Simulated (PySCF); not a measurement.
# C2H3BF2O2: geometry, spin-spin couplings

Wanted: the spin-spin couplings of C2H3BF2O2 (`O=C(O)CB(F)F`), by calculation.

Computed with PySCF 2.14.0, with density-fitted response routines of our own, on a single molecule in the gas phase. Atoms are numbered from 0 throughout.

## Step 1: Starting geometry

10 atoms, charge 0, multiplicity 1; geometry from: GFN2-xTB. The atoms were then displaced at random by about 0.01 Å, so the start is not that level's minimum.

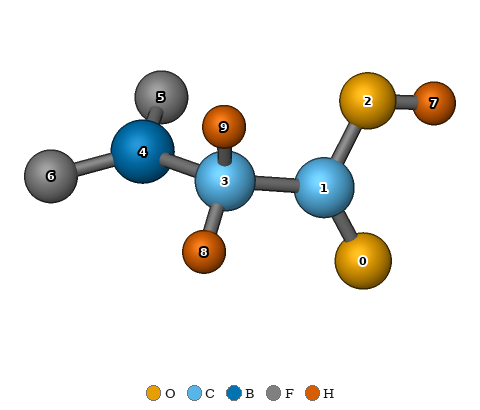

The starting geometry (oxygen amber, carbon blue, boron blue, fluorine grey, hydrogen orange), atoms numbered.

## Step 2: Optimising the geometry at PBE0-D3(BJ)/def2-SVP

Job settings and geometry (Å):

```
{"job": {"xc": "PBE0", "basis": "def2-SVP", "d3": "d3bj", "grid": 1, "shake": 0.01, "kind": "geom"}, "charge": 0, "multiplicity": 1}
O      1.173530    -1.620230    -0.601680
C      0.895600    -0.585360    -0.019780
O      1.780330     0.382440     0.181730
C     -0.412060    -0.218760     0.560320
B     -1.334070     0.609680    -0.462130
F     -0.834800     1.391650    -1.390370
F     -2.634080     0.603090    -0.398140
H      2.663500     0.166650    -0.231270
H     -0.968910    -1.128210     0.870820
H     -0.278610     0.378120     1.469440
```

The run is started by

```console
> OMP_NUM_THREADS=1 python probes_run.py task.json out
```

One launch serves the whole session: the jobs run in the order shown.

What it wrote:

```text
step   0  E = -452.34481824  max force = 0.030547
step   1  E = -452.34776937  max force = 0.010729
step   2  E = -452.34888669  max force = 0.004271
step   3  E = -452.34904305  max force = 0.001719
step   4  E = -452.34909065  max force = 0.000925
step   5  E = -452.34910246  max force = 0.000846
step   6  E = -452.34909666  max force = 0.001421
step   7  E = -452.34911743  max force = 0.000688
step   8  E = -452.34913181  max force = 0.000760
step   9  E = -452.34915259  max force = 0.000394
step  10  E = -452.34917469  max force = 0.000432
step  11  E = -452.34918954  max force = 0.001609
step  12  E = -452.34916161  max force = 0.003489
step  13  E = -452.34916144  max force = 0.003545
step  14  E = -452.34918365  max force = 0.002722
step  15  E = -452.34920482  max force = 0.001772
step  16  E = -452.34922725  max force = 0.000849
step  17  E = -452.34924494  max force = 0.000467
step  18  E = -452.34924988  max force = 0.000397
optimisation converged
```

Wall time 2.3 min (1 thread of Arm Neoverse N1, shared host); peak memory 0.46 GiB.

Along the way:

```tsv
step	energy from step 0 (eV)	largest force component (eV/Å)
0	0.0000	1.5708
1	-0.0803	0.5517
2	-0.1107	0.2196
3	-0.1150	0.0884
4	-0.1163	0.0476
5	-0.1166	0.0435
6	-0.1164	0.0731
7	-0.1170	0.0354
8	-0.1174	0.0391
9	-0.1179	0.0203
10	-0.1185	0.0222
11	-0.1189	0.0827
12	-0.1182	0.1794
13	-0.1182	0.1823
14	-0.1188	0.1400
15	-0.1194	0.0911
16	-0.1200	0.0437
17	-0.1205	0.0240
18	-0.1206	0.0204
```

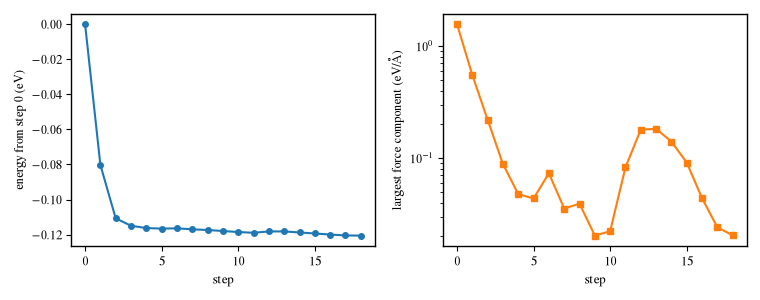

Energy and largest force along the relaxation.

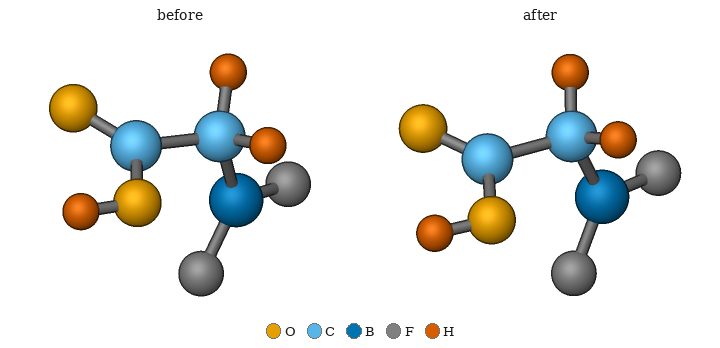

The geometry before (left) and after (right).

Distances of close pairs at the start and the end, largest changes first:

```tsv
bond	before (Å)	after (Å)	change (Å)
C3–B4	1.607	1.569	-0.038
O2–H7	0.999	0.970	-0.028
C1–C3	1.477	1.499	+0.022
O0–C1	1.219	1.201	-0.018
B4–F6	1.302	1.318	+0.016
C1–O2	1.327	1.340	+0.013
C3–H8	1.111	1.098	-0.013
C3–H9	1.096	1.104	+0.008
```

The final coordinates are the input of the step that follows.

```tsv
at the end point	value
point group (found at 0.08 Å tolerance)	C1
rotational constants (GHz, main isotopes)	5.129, 1.597, 1.431
dipole moment (D)	1.76
```

## Step 3: Indirect couplings: B3LYP/6-31G*

Job settings and geometry (Å):

```
{"job": {"kind": "j", "xc": "B3LYP", "basis": "6-31G*"}, "charge": 0, "multiplicity": 1}
O      1.209037    -1.467064    -0.831727
C      0.932543    -0.514557    -0.153827
O      1.760313     0.524764     0.017751
C     -0.368204    -0.320266     0.565845
B     -1.374368     0.575455    -0.237748
F     -0.967229     1.441556    -1.141114
F     -2.671419     0.501137    -0.018264
H      2.547744     0.344058    -0.519403
H     -0.825025    -1.297785     0.769123
H     -0.194595     0.191272     1.528299
```

Method: B3LYP/6-31G* indirect spin-spin coupling, non-relativistic, gas phase.

What it wrote:

```text
coarse grid: 9464 points
cycle   1  E = -452.9211641657  dE =  1.147e+00  |g| = 1.174e+00  |ddm| = 3.218e+00
cycle   2  E = -452.4005846056  dE =  5.206e-01  |g| = 2.051e+00  |ddm| = 2.355e+00
cycle   3  E = -453.1430908044  dE = -7.425e-01  |g| = 3.771e-01  |ddm| = 1.742e+00
cycle   4  E = -453.1702981957  dE = -2.721e-02  |g| = 8.852e-02  |ddm| = 3.251e-01
cycle   5  E = -453.1714925799  dE = -1.194e-03  |g| = 3.242e-02  |ddm| = 7.914e-02
cycle   6  E = -453.1717364384  dE = -2.439e-04  |g| = 4.629e-03  |ddm| = 2.893e-02
cycle   7  E = -453.1717407181  dE = -4.280e-06  |g| = 1.422e-03  |ddm| = 4.116e-03
final grid: 95368 points
cycle   8  E = -453.1353662610  dE = -2.943e-05  |g| = 5.458e-03  |ddm| = 1.753e-02
cycle   9  E = -453.1353542487  dE =  1.201e-05  |g| = 9.546e-03  |ddm| = 1.095e-02
cycle  10  E = -453.1353724189  dE = -1.817e-05  |g| = 1.714e-03  |ddm| = 7.537e-03
cycle  11  E = -453.1353730126  dE = -5.937e-07  |g| = 1.687e-04  |ddm| = 1.363e-03
cycle  12  E = -453.1353730155  dE = -2.890e-09  |g| = 1.190e-04  |ddm| = 1.828e-04
cycle  13  E = -453.1353730180  dE = -2.504e-09  |g| = 1.775e-05  |ddm| = 8.130e-05
cycle  14  E = -453.1353730180  dE = -5.571e-11  |g| = 3.855e-06  |ddm| = 1.498e-05
converged SCF energy = -453.1353730180

Indirect spin-spin couplings (Hz)
  i      j    bonds     total        FC       PSO       DSO        SD
  0 O    1 C    1      8.910    -2.498    11.534    -0.127         -
  0 O    3 C    2     -1.748    -2.976     1.200     0.029         -
  0 O    4 B    3     -1.475    -1.258    -0.110     0.006    -0.114
  0 O    5 F    4     -0.224     0.106    -0.300     0.061    -0.091
  0 O    6 F    4     -0.656    -0.577    -0.333     0.110     0.144
  0 O    7 H    3      2.128    -0.128     2.265    -0.009         -
  0 O    8 H    3     -0.368    -0.826     0.451     0.007         -
  0 O    9 H    3     -1.712    -2.206     0.204     0.290         -
  1 C    2 O    1     17.114    11.681     5.596    -0.163         -
  1 C    3 C    1     68.880    70.022    -1.480     0.338         -
  1 C    4 B    2     -4.326    -4.398    -0.039     0.159    -0.048
  1 C    5 F    3     -1.251    -1.228    -0.366     0.254     0.089
  1 C    6 F    3     10.251    10.469     0.374    -0.135    -0.457
  1 C    7 H    2     -5.021    -3.506    -1.174    -0.341         -
  1 C    8 H    2     -3.712    -3.513    -0.365     0.167         -
  1 C    9 H    2     -6.458    -6.371    -0.266     0.179         -
  2 O    3 C    2    -16.128   -16.469     0.349    -0.008         -
  2 O    4 B    3      0.273     0.240     0.056    -0.017    -0.005
  2 O    5 F    4     -0.763    -0.879     0.158    -0.063     0.021
  2 O    6 F    4     -1.386    -1.776     0.222     0.125     0.043
  2 O    7 H    1    -72.875   -63.352    -9.003    -0.520         -
  2 O    8 H    3     -4.925    -5.101    -0.081     0.258         -
  2 O    9 H    3     -0.633    -0.704     0.165    -0.094         -
  3 C    4 B    1     83.611    84.167    -1.234     0.403     0.274
  3 C    5 F    2     31.089    35.860    -5.409    -0.001     0.639
  3 C    6 F    2     31.116    36.199    -5.483    -0.002     0.402
  3 C    7 H    3      6.023     6.366     0.384    -0.726         -
  3 C    8 H    1    149.768   147.851     0.898     1.019         -
  3 C    9 H    1    138.618   136.451     1.124     1.042         -
  4 B    5 F    1    -40.880     0.312   -41.946     1.185    -0.430
  4 B    6 F    1    -40.473     0.076   -41.179     1.133    -0.503
  4 B    7 H    4     -0.513    -0.309     0.259    -0.451    -0.012
  4 B    8 H    2     -6.484    -6.500    -0.302     0.243     0.075
  4 B    9 H    2     -6.801    -7.095    -0.216     0.351     0.159
  5 F    6 F    2   -133.568    89.393  -227.158    -0.783     4.979
  5 F    7 H    5     -0.662    -0.097     0.265    -0.850     0.019
  5 F    8 H    3      9.008    10.619    -0.170    -1.515     0.075
  5 F    9 H    3      2.305     2.509     0.084    -0.741     0.454
  6 F    7 H    5     -0.188     0.691     0.611    -1.448    -0.042
  6 F    8 H    3     -0.040     1.708    -1.730     0.144    -0.162
  6 F    9 H    3      0.884     1.297    -0.300    -0.478     0.365
  7 H    8 H    4      1.726     2.703     1.498    -2.475         -
  7 H    9 H    4     -0.277     0.744     1.612    -2.634         -
  8 H    9 H    2    -17.415   -16.738     1.068    -1.744         -
```

Run time: 20 s. Hardware: 1 thread of Arm Neoverse N1, shared host; peak memory 0.55 GiB.

This basis has no tight s functions, so the Fermi-contact terms are rough.

Couplings of 1 Hz or more, nine at most for each number of bonds, with means over like pairs (isotopes 11B, 13C, 19F, 1H, 17O):

```tsv
pair	bonds	J (Hz)	Fermi contact (Hz)	dihedral (°)
C3–H8	1	144.2	142.2	–
C3–B4	1	83.6	84.2	–
O2–H7	1	-72.9	-63.4	–
C1–C3	1	68.9	70.0	–
B4–F5	1	-40.7	0.2	–
C1–O2	1	17.1	11.7	–
O0–C1	1	8.9	-2.5	–
F5–F6	2	-133.6	89.4	–
C3–F5	2	31.1	36.0	–
H8–H9	2	-17.4	-16.7	–
O2–C3	2	-16.1	-16.5	–
B4–H8	2	-6.6	-6.8	–
C1–H8	2	-5.1	-4.9	–
C1–H7	2	-5.0	-3.5	–
C1–B4	2	-4.3	-4.4	–
O0–C3	2	-1.7	-3.0	–
C3–H7	3	6.0	6.4	-177
C1–F5	3	4.5	4.6	–
F5–H8	3	3.0	4.0	–
O2–H8	3	-2.8	-2.9	–
O0–H7	3	2.1	-0.1	2
O0–B4	3	-1.5	-1.3	-97
O0–H8	3	-1.0	-1.5	–
O2–F5	4	-1.1	-1.3	–
```

The spin-dipole term was solved for some atoms only; pairs without it lack that part.

The response was solved for the nuclei of B, C, F, H alone, so couplings that need other nuclei can be missing.

Quadrupole couplings from the field gradients of the same density:

```tsv
atom	isotope	eQq/h (MHz)	η
O0	17O	9.113	0.05
O2	17O	-8.733	0.57
B4	11B	3.104	0.56
```

## Step 4: Results

```
                                    quantity                    value
                                 point group                       C1
        rotational constants (main isotopes)     5.13, 1.60, 1.43 GHz
largest coupling of the table (B3LYP/6-31G*)  1J(C,H) C3–H8, 144.2 Hz
```

What this shows: Relaxing lowered the energy by 0.121 eV in 18 steps; the close pair that moved most is C3–B4, from 1.607 to 1.569 Å. No frequency check was run at this level, so the end point may be a saddle. In the run at B3LYP/6-31G*, the largest coupling of the table is C3–H8 (mean over like pairs), 144.2 Hz, of which the Fermi-contact term gives 142.2 Hz. Couplings across rotatable bonds belong to this one conformer; where others are populated, the observed values are averages. Density functionals describe couplings to fluorine poorly, F–F couplings above all, so those rows are rough. Couplings from bases without tight functions are rough.
